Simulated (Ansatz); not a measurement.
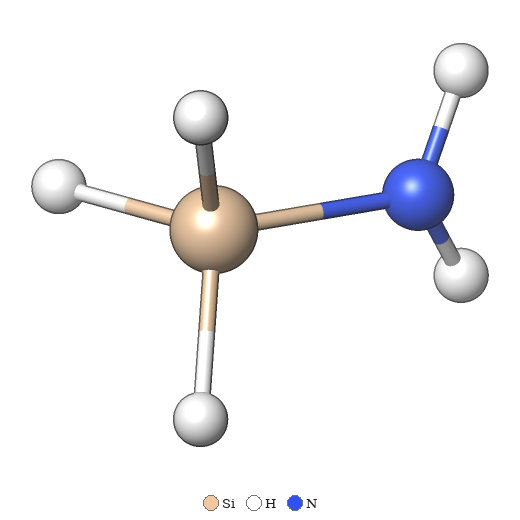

The picture shows a molecular structure as a ball-and-stick model. Every bond is drawn as one stick, whatever its order.

The geometry was computed by an optimisation with PBE0-D4/def2-TZVP.

Describe the molecule.

It has 7 atoms: 5 hydrogen, 1 nitrogen and 1 silicon (H₅NSi). This geometry has Cs symmetry. Coordination, clear cases only: 1 Si tetrahedral.

The parts below concern this one geometry. Atoms keep their numbers from picture to picture.

## Shape

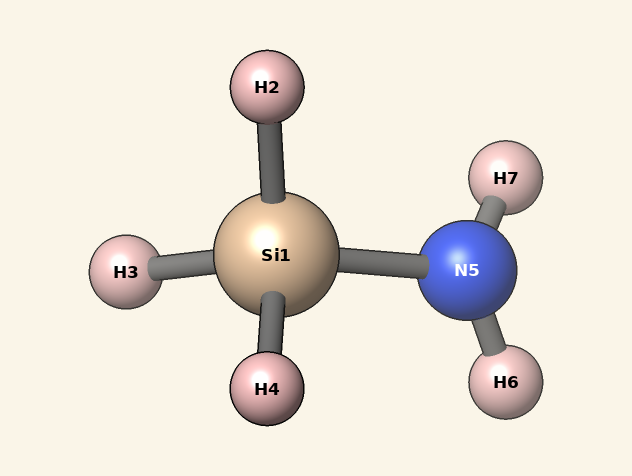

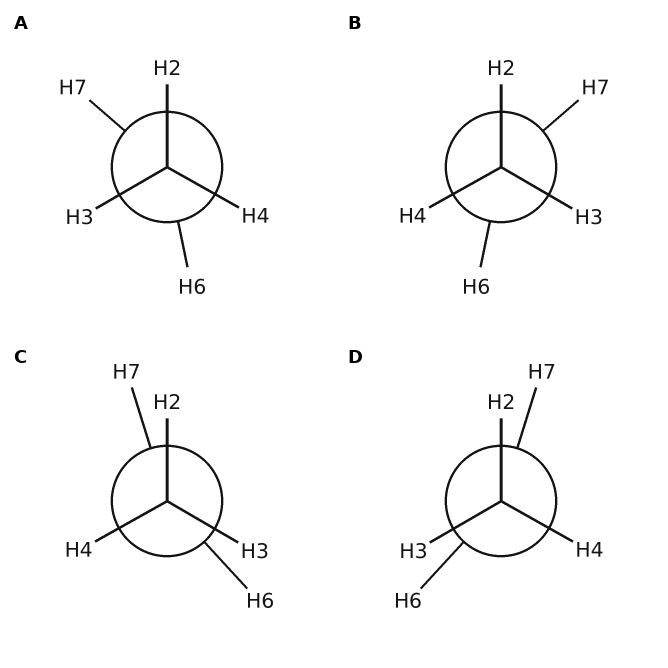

Atoms fade into the background with distance from the viewer. Bonds that would overlap in a projection are set slightly apart.

> Which Newman projection shows the view along Si1–N5, with Si1 in front?

A. The torsion angle H2–Si1–N5–H6 is 168°, antiperiplanar (anti).

## Electronic properties

Level of theory: RKS PBE0-D4/def2-TZVP (Ansatz 0.2.0).

Predict the main results.

- dipole moment: 1.37 D
- dispersion correction: −6.7 kJ/mol

## Charges

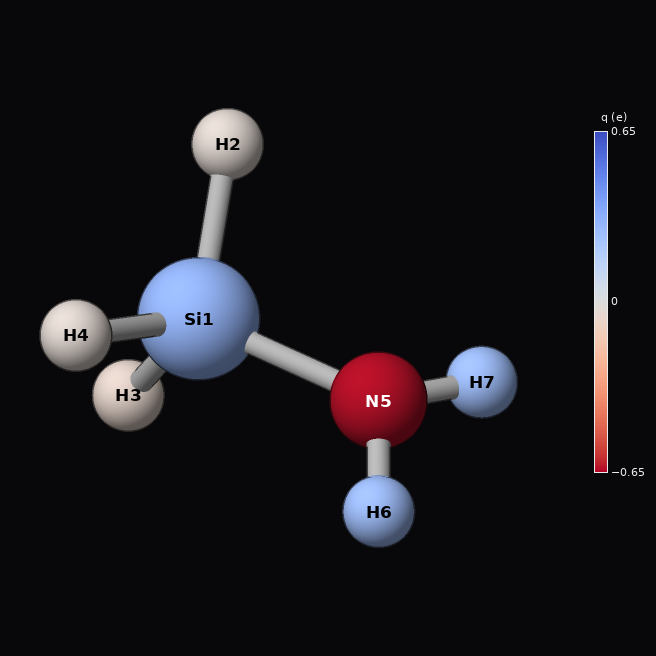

Atoms are coloured by their Mulliken charges. Method: RKS PBE0-D4/def2-TZVP (Ansatz 0.2.0).

List the Mulliken charges.

```
atom  value (e)
 Si1       0.28
  H2      −0.03
  H3      −0.05
  H4      −0.03
  N5      −0.63
  H6       0.24
  H7       0.24
```

## Vibrations

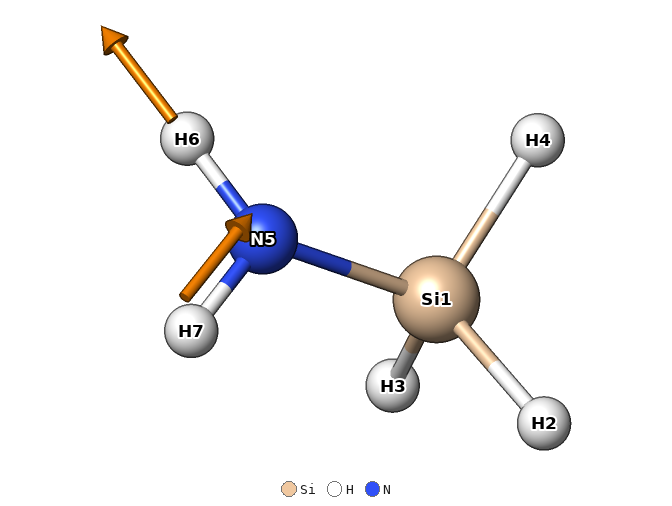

The arrows show one normal mode. Harmonic vibrations computed with RKS PBE0-D4/def2-TZVP (Ansatz 0.2.0) at a stationary point of the same level.

> Describe the motion.

Mostly out-of-phase stretching of 2 N–H bonds.

> At what wavenumber does it lie?

3695 cm⁻¹; it is mode 15 of 15 counted from the lowest.

Mulliken values depend strongly on the basis set and can even reverse the polarity of a bond.
